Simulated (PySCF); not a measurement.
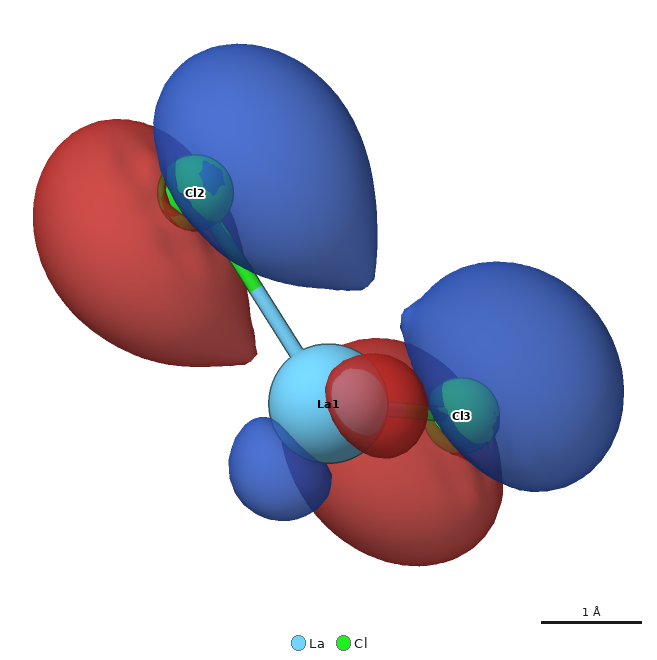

*Cl$_{2}$La (charge +1). The HOMO−1 at ±0.08 Å⁻³ᐟ² (blue and red are the two phases), seen at an oblique angle.*

Core potentials replace the inner electrons of La.

Level of theory: RKS PBE0, La def2-SVP with ECP46, Cl def2-SVP; non-relativistic Hamiltonian with scalar-relativistic core potentials where named; density fitting (PySCF 2.14.0).

Where does this orbital lie, and at what energy?

Answer. By Hirshfeld shares it lies mainly on Cl2 (about 45 %) and Cl3 (about 45 %); it changes sign across the molecular plane (π type). Its energy is −13.75 eV.
